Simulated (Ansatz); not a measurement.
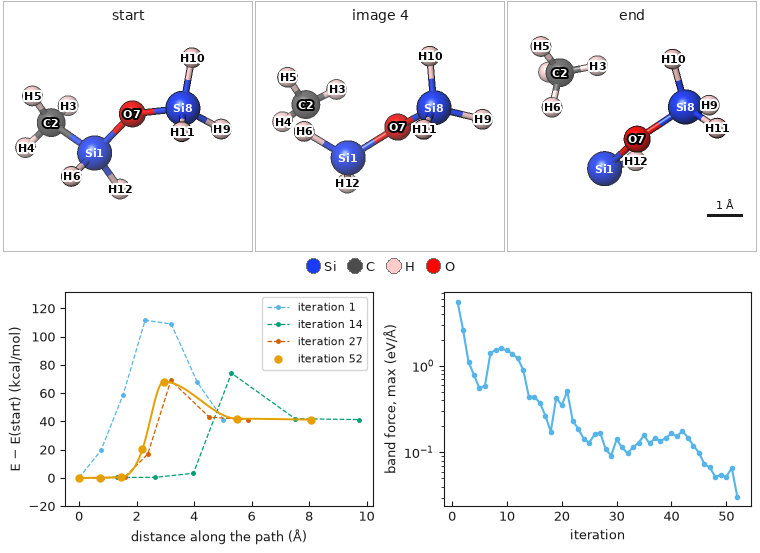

NEB run on CH$_{8}$OSi$_{2}$. Images are numbered from 0 (start) to 6 (end). The plot follows the band through its iterations. Style: ball-and-stick. Shown at a tilt.

All numbers below come from RKS PBE/def2-SVP in Ansatz 0.2.0. Settings: 5 movable images; climbing image; force threshold 0.05 eV/Å; iteration limit 60; starting path through a guess of the saddle point.

Q: Judge this run.

A: The result is final at these settings. The band converged in 52 iterations. The largest component of the band force went from 5.6 to 0.031 eV/Å. The climbing image converged on the top of the path. Its vibrational analysis gives one imaginary mode (1143i cm⁻¹), as a transition state must have. The first iteration put the highest image at 111.7 kcal/mol. The highest point, image 4, lies 68.2 kcal/mol above the start and 26.9 kcal/mol above the end; the end is at +41.3 kcal/mol relative to the start.
